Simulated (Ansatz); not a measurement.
**Nudged elastic band of GeBH5SeS**

System: GeBH5SeS.
Method: RHF/def2-SVP (Ansatz 0.2.0).

One setting was made poor on purpose. It belongs to a series of runs on one base structure; here: band between the two ends. Figures and captions count atoms from 1; the log counts them from 0 in places.

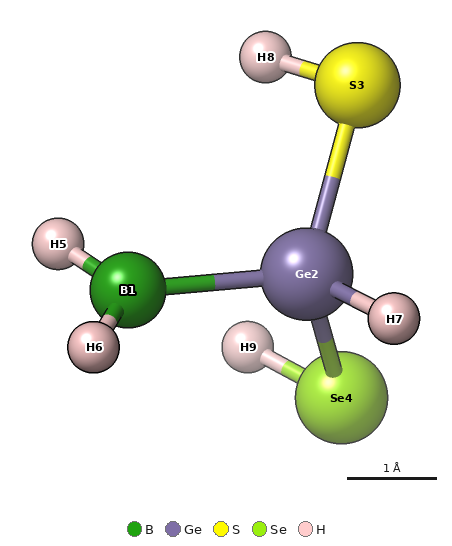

Fig. 1: The starting structure (ball-and-stick view, seen at a tilt; atoms are numbered from 1 in the order of the input). Sticks mark near contacts. Bond lengths as drawn: B–Ge 2.08 Å, B–H 1.20 Å, Ge–H 1.53 Å, Ge–S 2.25 Å, Ge–Se 2.39 Å, H–S 1.34 Å and H–Se 1.46 Å.

## Input file
```yaml
crystal:
  periodic: [false, false, false]
  atoms:
    - { symbol: B, position_ang: [-0.771614, -0.516209, -1.270724] }
    - { symbol: Ge, position_ang: [0.55589, 0.601058, -0.122178] }
    - { symbol: S, position_ang: [2.180757, -0.691138, 0.733982] }
    - { symbol: Se, position_ang: [-0.775368, 1.700794, 1.525499] }
    - { symbol: H, position_ang: [-1.25217, -1.507707, -0.802126] }
    - { symbol: H, position_ang: [-1.098425, -0.16862, -2.36783] }
    - { symbol: H, position_ang: [1.303467, 1.741661, -0.811851] }
    - { symbol: H, position_ang: [1.385202, -1.693501, 1.117462] }
    - { symbol: H, position_ang: [-1.439239, 0.487261, 1.980666] }
basis:
  gaussian: { orbitals: def2-SVP }
hamiltonian:
  xc: hf
neb:
  order_check: false
  images: 5
  f_tol: 0.2
  max_iterations: 60
  final_atoms:
    - { symbol: B, position_ang: [-0.70936366, -0.10628074, -1.60699346] }
    - { symbol: Ge, position_ang: [0.37962905, -0.00362337, 0.24523504] }
    - { symbol: S, position_ang: [2.45446287, -0.67314763, 0.58902156] }
    - { symbol: Se, position_ang: [-0.36498467, 0.62756452, 2.36805591] }
    - { symbol: H, position_ang: [-1.51276479, 0.79335482, -1.50175474] }
    - { symbol: H, position_ang: [0.15444281, 0.01195443, -2.44557425] }
    - { symbol: H, position_ang: [-1.16214619, -1.22856519, -1.47254934] }
    - { symbol: H, position_ang: [2.53656427, -0.48195299, 1.90879636] }
    - { symbol: H, position_ang: [-1.68733969, 1.01429515, 1.89866293] }
  initial_path:
    images:
      - { positions_ang: [[-0.771614, -0.516209, -1.270724], [0.55589, 0.601058, -0.122178], [2.180757, -0.691138, 0.733982], [-0.775368, 1.700794, 1.525499], [-1.25217, -1.507707, -0.802126], [-1.098425, -0.16862, -2.36783], [1.303467, 1.741661, -0.811851], [1.385202, -1.693501, 1.117462], [-1.439239, 0.487261, 1.980666]] }
      - { positions_ang: [[-0.71092839, -0.45712836, -1.2333069], [0.51922451, 0.62291705, -0.00490226], [2.24261937, -0.58095237, 0.64747426], [-0.73279157, 1.35866615, 1.77604247], [-1.39704525, -1.25762406, -0.83542232], [-0.80658008, -0.24219089, -2.33382462], [1.0413048, 1.35986103, -0.94686792], [1.52600856, -1.64179414, 1.0398272], [-1.59331195, 0.79184458, 1.87388009]] }
      - { positions_ang: [[-0.65024278, -0.39804772, -1.19588979], [0.48255902, 0.64477611, 0.11237349], [2.30448175, -0.47076673, 0.56096651], [-0.69021514, 1.01653831, 2.02658593], [-1.5419205, -1.00754112, -0.86871865], [-0.51473517, -0.31576178, -2.29981924], [0.77914259, 0.97806106, -1.08188483], [1.66681511, -1.59008728, 0.9621924], [-1.74738489, 1.09642816, 1.76709418]] }
      - { positions_ang: [[-0.58955717, -0.33896709, -1.15847269], [0.44589353, 0.66663516, 0.22964923], [2.36634412, -0.3605811, 0.47445877], [-0.64763871, 0.67441046, 2.2771294], [-1.68679575, -0.75745818, -0.90201497], [-0.22289025, -0.38933267, -2.26581386], [0.51698039, 0.59626109, -1.21690175], [1.80762167, -1.53838042, 0.88455759], [-1.90145784, 1.40101174, 1.66030828]] }
      - { positions_ang: [[-0.62949267, -0.26140497, -1.30797961], [0.42380537, 0.44321565, 0.2348445], [2.39571704, -0.46476994, 0.51264637], [-0.55342069, 0.65879515, 2.30743823], [-1.62878543, -0.24052051, -1.10192823], [-0.09711256, -0.25557031, -2.32573399], [-0.04272847, -0.01201434, -1.30211761], [2.05060254, -1.18623794, 1.22597052], [-1.83008512, 1.27210621, 1.73975983]] }
      - { positions_ang: [[-0.66942816, -0.18384285, -1.45748654], [0.40171721, 0.21979614, 0.24003977], [2.42508995, -0.56895878, 0.55083396], [-0.45920268, 0.64317983, 2.33774707], [-1.57077511, 0.27641716, -1.30184148], [0.02866513, -0.12180794, -2.38565412], [-0.60243733, -0.62028976, -1.38733347], [2.2935834, -0.83409547, 1.56738344], [-1.7587124, 1.14320068, 1.81921138]] }
      - { positions_ang: [[-0.70936366, -0.10628074, -1.60699346], [0.37962905, -0.00362337, 0.24523504], [2.45446287, -0.67314763, 0.58902156], [-0.36498467, 0.62756452, 2.36805591], [-1.51276479, 0.79335482, -1.50175474], [0.15444281, 0.01195443, -2.44557425], [-1.16214619, -1.22856519, -1.47254934], [2.53656427, -0.48195299, 1.90879636], [-1.68733969, 1.01429515, 1.89866293]] }
```

Machine: 2 threads of Intel Xeon (Emerald Rapids), 16 GiB of memory available, shared host.

Launch command:
```bash
ansatz run input.yaml --threads 2 --pin off --max-ram 3072MiB --backend cpu --events-out ev --progress --plain --runs-dir out
```

## Output
```
Engine: ansatz 0.2.0, x86_64-unknown-linux-gnu
Functional definition: HF
  exchange = exact_x
  correlation = 0
1272 factors; integrals over basis functions are off by at most 3.0e-4 eV
mean field evaluation 1: about -133324.7208 eV, gradient 1.9e1 eV
mean field evaluation 2: about -133324.7598 eV, gradient 1.9e1 eV
mean field evaluation 4: about -133326.3848 eV, gradient 3.1e0 eV
mean field evaluation 8: about -133326.4207 eV, gradient 3.5e-4 eV
mean field -133326.42073733 eV, -4899.6555902029 hartree, gradient 1.3e-5 eV, S^2 0.000000; 0 other end points of the search recorded, 0 dependent functions left out
the calculation of the forces begins
reference -133326.42073733 eV, -4899.6555902029 hartree; 46, 46 occupied and 75, 75 virtual orbitals, 1272 factors
1271 factors; integrals over basis functions are off by at most 8.0e-4 eV
mean field evaluation 16: about -133326.2801 eV, gradient 9.6e-1 eV
mean field -133326.28596805 eV, -4899.6506375235 hartree, gradient 1.2e-5 eV, S^2 0.000000; 0 other end points of the search recorded, 0 dependent functions left out
[... from here on the field's lines of each further geometry are left out, up to the last ...]
NEB iter   1: max|band force component| = 1.932e2 eV/Å  barrier→ = 40.1009 eV  barrier← = 39.9661 eV  Δτ_max = 0.2000 Å  (294 SCF iters)
NEB iter   2: max|band force component| = 1.639e2 eV/Å  barrier→ = 35.1250 eV  barrier← = 34.9902 eV  Δτ_max = 0.2000 Å  (204 SCF iters)
NEB iter   3: max|band force component| = 3.680e1 eV/Å  barrier→ = 10.1139 eV  barrier← = 9.9792 eV  Δτ_max = 0.2000 Å  (195 SCF iters)
NEB iter   4: max|band force component| = 2.488e1 eV/Å  barrier→ = 6.1078 eV  barrier← = 5.9730 eV  Δτ_max = 0.2000 Å  (179 SCF iters)
NEB iter   5: max|band force component| = 1.061e1 eV/Å  barrier→ = 2.3905 eV  barrier← = 2.2557 eV  Δτ_max = 0.2000 Å  (177 SCF iters)
NEB iter   6: max|band force component| = 5.732e0 eV/Å  barrier→ = 2.3741 eV  barrier← = 2.2393 eV  Δτ_max = 0.1717 Å  (174 SCF iters)
NEB iter   7: max|band force component| = 3.629e0 eV/Å  barrier→ = 1.7633 eV  barrier← = 1.6285 eV  Δτ_max = 0.2000 Å  (176 SCF iters)
NEB iter   8: max|band force component| = 2.404e0 eV/Å  barrier→ = 1.3610 eV  barrier← = 1.2262 eV  Δτ_max = 0.2000 Å  (173 SCF iters)
NEB iter   9: max|band force component| = 4.510e0 eV/Å  barrier→ = 1.5885 eV  barrier← = 1.4537 eV  Δτ_max = 0.0996 Å  (175 SCF iters)
NEB iter  10: max|band force component| = 1.633e0 eV/Å  barrier→ = 1.5493 eV  barrier← = 1.4146 eV  Δτ_max = 0.1956 Å  (168 SCF iters)
NEB iter  11: max|band force component| = 1.187e0 eV/Å  barrier→ = 1.0298 eV  barrier← = 0.8951 eV  Δτ_max = 0.1978 Å  (173 SCF iters)
NEB iter  12: max|band force component| = 9.975e-1 eV/Å  barrier→ = 0.8582 eV  barrier← = 0.7234 eV  Δτ_max = 0.1986 Å  (170 SCF iters)
NEB iter  13: max|band force component| = 1.454e0 eV/Å  barrier→ = 0.7958 eV  barrier← = 0.6611 eV  Δτ_max = 0.1006 Å  (168 SCF iters)
NEB iter  14: max|band force component| = 1.236e0 eV/Å  barrier→ = 0.7079 eV  barrier← = 0.5731 eV  Δτ_max = 0.1001 Å  (168 SCF iters)
NEB iter  15: max|band force component| = 1.119e0 eV/Å  barrier→ = 0.6740 eV  barrier← = 0.5393 eV  Δτ_max = 0.1005 Å  (160 SCF iters)
NEB iter  16: max|band force component| = 1.199e0 eV/Å  barrier→ = 0.6187 eV  barrier← = 0.4840 eV  Δτ_max = 0.1004 Å  (157 SCF iters)
NEB iter  17: max|band force component| = 1.193e0 eV/Å  barrier→ = 0.5608 eV  barrier← = 0.4260 eV  Δτ_max = 0.1006 Å  (157 SCF iters)
NEB iter  18: max|band force component| = 9.569e-1 eV/Å  barrier→ = 0.5089 eV  barrier← = 0.3741 eV  Δτ_max = 0.2000 Å  (154 SCF iters)
NEB iter  19: max|band force component| = 4.850e-1 eV/Å  barrier→ = 0.6412 eV  barrier← = 0.5065 eV  CI = image 2  Δτ_max = 0.1972 Å  (163 SCF iters)
NEB iter  20: max|band force component| = 4.707e-1 eV/Å  barrier→ = 0.7843 eV  barrier← = 0.6496 eV  CI = image 2  Δτ_max = 0.2000 Å  (158 SCF iters)
NEB iter  21: max|band force component| = 7.534e-1 eV/Å  barrier→ = 0.8742 eV  barrier← = 0.7394 eV  CI = image 2  Δτ_max = 0.1005 Å  (164 SCF iters)
NEB iter  22: max|band force component| = 5.638e-1 eV/Å  barrier→ = 0.8257 eV  barrier← = 0.6909 eV  CI = image 2  Δτ_max = 0.1996 Å  (149 SCF iters)
NEB iter  23: max|band force component| = 5.068e-1 eV/Å  barrier→ = 0.7798 eV  barrier← = 0.6450 eV  CI = image 2  Δτ_max = 0.2000 Å  (158 SCF iters)
NEB iter  24: max|band force component| = 3.540e-1 eV/Å  barrier→ = 0.7528 eV  barrier← = 0.6180 eV  CI = image 2  Δτ_max = 0.1979 Å  (153 SCF iters)
NEB iter  25: max|band force component| = 4.380e-1 eV/Å  barrier→ = 0.7445 eV  barrier← = 0.6097 eV  CI = image 2  Δτ_max = 0.0996 Å  (159 SCF iters)
NEB iter  26: max|band force component| = 3.892e-1 eV/Å  barrier→ = 0.7381 eV  barrier← = 0.6034 eV  CI = image 2  Δτ_max = 0.1002 Å  (158 SCF iters)
NEB iter  27: max|band force component| = 4.842e-1 eV/Å  barrier→ = 0.7372 eV  barrier← = 0.6025 eV  CI = image 2  Δτ_max = 0.0504 Å  (163 SCF iters)
the calculation of the forces begins
reference -133326.07378410 eV, -4899.6428399072 hartree; 46, 46 occupied and 75, 75 virtual orbitals, 1267 factors
1272 factors; integrals over basis functions are off by at most 8.5e-4 eV
mean field -133325.68567475 eV, -4899.6285771516 hartree, gradient 2.2e-5 eV, S^2 0.000000; 1 other end points of the search recorded, 0 dependent functions left out
the calculation of the forces begins
reference -133325.68567475 eV, -4899.6285771516 hartree; 46, 46 occupied and 75, 75 virtual orbitals, 1272 factors
NEB iter  28: max|band force component| = 1.392e-1 eV/Å  barrier→ = 0.7351 eV  barrier← = 0.6003 eV  CI = image 2  Δτ_max = 0.0000 Å  (325 SCF iters)
```

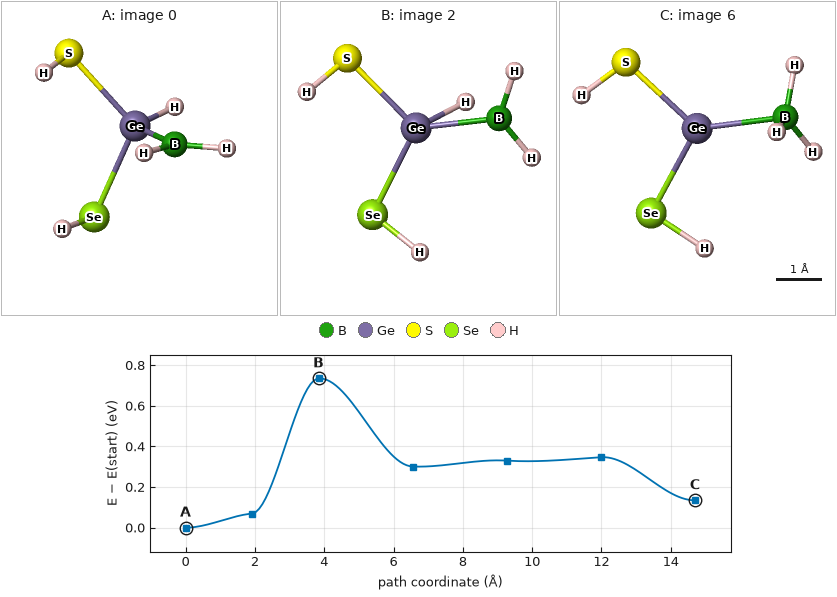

Fig. 2: Images of the last band (counted from 0; ball-and-stick, seen at a tilt) above the energy along the path; the line is a cubic interpolation that uses the forces. The highest image is number 2, 0.735 eV above the start and 0.600 eV above the end (the climbing image); the end lies 0.135 eV above the start. The path is 14.69 Å long. The band converged in 28 iterations.

```
Total energy: -133325.68567475 eV, -4899.6285771516 hartree
Atom 0 at    -0.818812    -0.385716    -1.402572 Å, force    -0.009548     0.006178     0.035497 eV/Å
Atom 1 at     0.299389    -0.033396     0.182063 Å, force    -0.036046     0.028406    -0.059162 eV/Å
Atom 2 at     2.445810    -0.569852     0.400560 Å, force     0.049712    -0.000474     0.005564 eV/Å
Atom 3 at    -0.404835     1.008030     2.166962 Å, force    -0.008104     0.015079     0.016906 eV/Å
Atom 4 at    -1.892554     0.138094    -1.426476 Å, force    -0.000173    -0.010554    -0.030883 eV/Å
Atom 5 at    -0.307787    -0.923193    -2.338278 Å, force     0.003565     0.008993     0.005979 eV/Å
Atom 6 at     0.269307     1.020610    -1.096551 Å, force     0.010448    -0.025044     0.000400 eV/Å
Atom 7 at     2.317552    -1.114908     1.613178 Å, force    -0.007674    -0.015761     0.000774 eV/Å
Atom 8 at    -1.819570     0.813931     1.884015 Å, force    -0.002180    -0.006822     0.024925 eV/Å
Dipole moment:    -0.219509    -0.180919     0.178333 e Å
this run last wrote the band of iteration 28 to [file]
```

## The last band as extended XYZ (Å, eV, eV/Å)
```
9
Properties=species:S:1:pos:R:3:forces:R:3 image=0 energy=-133326.42074
B    -0.7716   -0.5162   -1.2707   -0.0002  -0.0002  -0.0017
Ge    0.5559    0.6011   -0.1222   -0.0007  -0.0008   0.0024
S     2.1808   -0.6911    0.7340   -0.0008  -0.0001   0.0004
Se   -0.7754    1.7008    1.5255   -0.0001   0.0003  -0.0006
H    -1.2522   -1.5077   -0.8021    0.0001  -0.0003  -0.0008
H    -1.0984   -0.1686   -2.3678   -0.0004   0.0007   0.0011
H     1.3035    1.7417   -0.8119    0.0003   0.0000  -0.0008
H     1.3852   -1.6935    1.1175    0.0006   0.0007   0.0003
H    -1.4392    0.4873    1.9807    0.0013  -0.0001  -0.0003
9
Properties=species:S:1:pos:R:3:forces:R:3 image=1 energy=-133326.35099
B    -0.8279   -0.5313   -1.2521    0.0135   0.0146   0.0257
Ge    0.4808    0.5500   -0.0308   -0.0101  -0.0062   0.0102
S     2.3620   -0.6141    0.3696   -0.0024  -0.0079   0.0058
Se   -0.4917    1.1121    2.0722    0.0229  -0.0017  -0.0081
H    -1.9498   -0.7783   -0.9169    0.0019  -0.0227  -0.0143
H    -0.4279   -0.9122   -2.3137   -0.0172  -0.0044  -0.0036
H     1.0000    1.8180   -0.7136    0.0126   0.0313  -0.0078
H     1.8009   -1.5565    1.1319   -0.0040  -0.0020  -0.0031
H    -1.8579    0.8658    1.6363   -0.0172  -0.0009  -0.0048
9
Properties=species:S:1:pos:R:3:forces:R:3 image=2 energy=-133325.68567
B    -0.8188   -0.3857   -1.4026   -0.0095   0.0062   0.0355
Ge    0.2994   -0.0334    0.1821   -0.0360   0.0284  -0.0592
S     2.4458   -0.5699    0.4006    0.0497  -0.0005   0.0056
Se   -0.4048    1.0080    2.1670   -0.0081   0.0151   0.0169
H    -1.8926    0.1381   -1.4265   -0.0002  -0.0106  -0.0309
H    -0.3078   -0.9232   -2.3383    0.0036   0.0090   0.0060
H     0.2693    1.0206   -1.0966    0.0104  -0.0250   0.0004
H     2.3176   -1.1149    1.6132   -0.0077  -0.0158   0.0008
H    -1.8196    0.8139    1.8840   -0.0022  -0.0068   0.0249
9
Properties=species:S:1:pos:R:3:forces:R:3 image=3 energy=-133326.11946
B    -0.7940    0.0715   -2.2649   -0.0329   0.0464  -0.0662
Ge    0.3131   -0.2212    0.6131    0.0430   0.0194  -0.0023
S     2.4746   -0.6781    0.9847   -0.0273  -0.0023  -0.0104
Se   -0.3357    0.3621    2.8170    0.0034  -0.0133  -0.0073
H    -1.6914    0.7893   -1.9204    0.0167  -0.0147   0.0346
H    -0.9928   -1.0986   -2.4255    0.0116  -0.0272   0.0353
H     0.2585    0.5491   -2.5857    0.0083  -0.0118   0.0271
H     2.5774   -0.4554    2.2984   -0.0049  -0.0016  -0.0033
H    -1.7212    0.6347    2.4663   -0.0179   0.0051  -0.0075
9
Properties=species:S:1:pos:R:3:forces:R:3 image=4 energy=-133326.09053
B    -1.1401   -0.2582   -2.5637    0.0065   0.1352  -0.0518
Ge    1.2696    1.3274    1.5531   -0.0048   0.0642   0.0126
S     2.9306   -0.1839    1.5608   -0.0266  -0.0049  -0.0090
Se   -0.4645   -0.0096    2.5025    0.0931  -0.0384  -0.0161
H    -2.0438    0.5258   -2.4825   -0.0041  -0.0542   0.0222
H    -1.3572   -1.4204   -2.7350   -0.0262  -0.0608   0.0142
H    -0.0117    0.1379   -2.4923    0.0203  -0.0246   0.0350
H     2.3338   -1.2437    2.1109   -0.0015  -0.0461   0.0135
H    -1.4281    1.0783    2.5291   -0.0567   0.0296  -0.0206
9
Properties=species:S:1:pos:R:3:forces:R:3 image=5 energy=-133326.07378
B    -1.0494   -0.3432   -2.3560   -0.0940  -0.0323  -0.1175
Ge    1.0371    1.0396    0.8701   -0.0452   0.0420  -0.1045
S     2.6851   -0.4442    1.1688    0.0805  -0.1045   0.1449
Se   -0.3268    0.4336    2.7114   -0.0609  -0.0196   0.0663
H    -2.0996    0.0636   -1.9562   -0.0482   0.0248   0.0967
H    -0.6253    0.0781   -3.3929    0.0947  -0.0289   0.0138
H    -0.4516   -1.1758   -1.7355    0.0445   0.0467  -0.0073
H     2.2987   -1.0849    2.2816    0.0224   0.0573  -0.1165
H    -1.3798    1.3867    2.3916    0.0063   0.0146   0.0240
9
Properties=species:S:1:pos:R:3:forces:R:3 image=6 energy=-133326.28597
B    -0.7094   -0.1063   -1.6070   -0.0004  -0.0059   0.0071
Ge    0.3796   -0.0036    0.2452   -0.0005   0.0064  -0.0028
S     2.4545   -0.6731    0.5890    0.0007  -0.0001   0.0040
Se   -0.3650    0.6276    2.3681    0.0029  -0.0030  -0.0009
H    -1.5128    0.7934   -1.5018   -0.0019   0.0024   0.0012
H     0.1544    0.0120   -2.4456    0.0005  -0.0008  -0.0025
H    -1.1621   -1.2286   -1.4725   -0.0014   0.0028  -0.0017
H     2.5366   -0.4820    1.9088    0.0008  -0.0008   0.0001
H    -1.6873    1.0143    1.8987   -0.0008  -0.0011  -0.0044
```

## Results in brief

```csv
quantity,value
outcome,converged
"barrier, forward",0.735 eV
"barrier, backward",0.600 eV
wall time,4.4 min (CPU time 8.2 min)
peak memory,0.35 GiB
```

## Notes

A deliberately poor setting: loose force. The order of the saddle point was not checked.
